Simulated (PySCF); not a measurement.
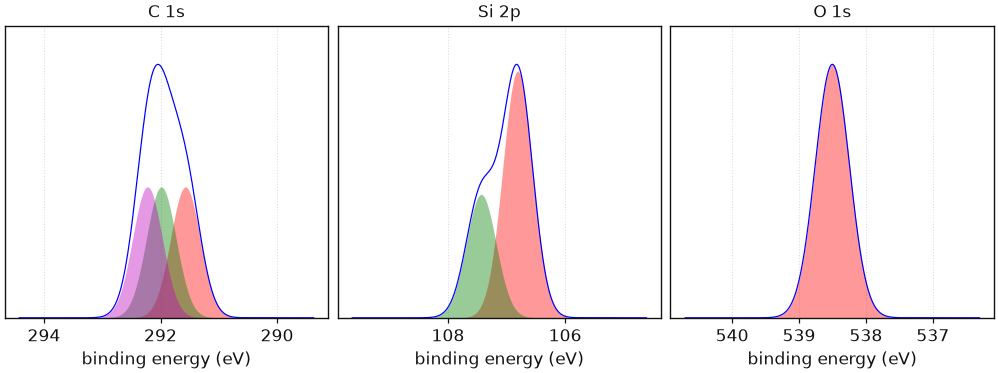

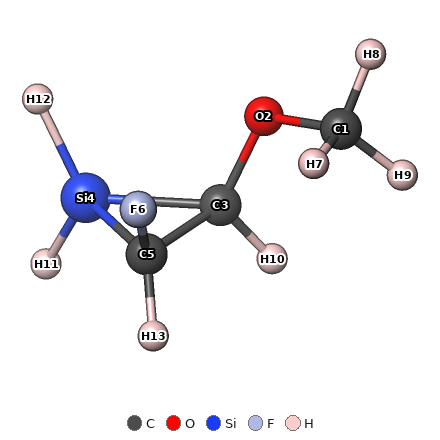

Simulated XPS of C₃H₇FOSi, SMILES CO[C@@H]1[SiH2][C@@H]1F. Vertical core-electron binding energies by ΔSCF (SCAN, pcX-2 on the ionised atom, pcseg-1 elsewhere, spin-free X2C; PySCF, at a PBE0-D3(BJ)/def2-SVP geometry (no frequency check)), gas phase, against the vacuum level. One atom of each kind was ionised; within a panel, areas follow the number of like atoms and 2j + 1 (2p levels are split by first-order spin-orbit coupling, an approximation), each panel is scaled alone, Gaussians of 0.6 eV full width. Only the regions named are shown. Lines closer than the width merge in the curve.

Question: Which atoms give which peak?

Answer:
```csv
level,atoms,binding energy (eV)
C 1s,C5,292.2
C 1s,C1,292.0
C 1s,C3,291.6
Si 2p1/2,Si4,107.4
Si 2p3/2,Si4,106.8
O 1s,O2,538.5
```

Question: How large is the chemical shift across the C 1s region?

Answer: 0.7 eV, from C3 at 291.6 eV to C5 at 292.2 eV.

Note: one conformer of a flexible molecule.
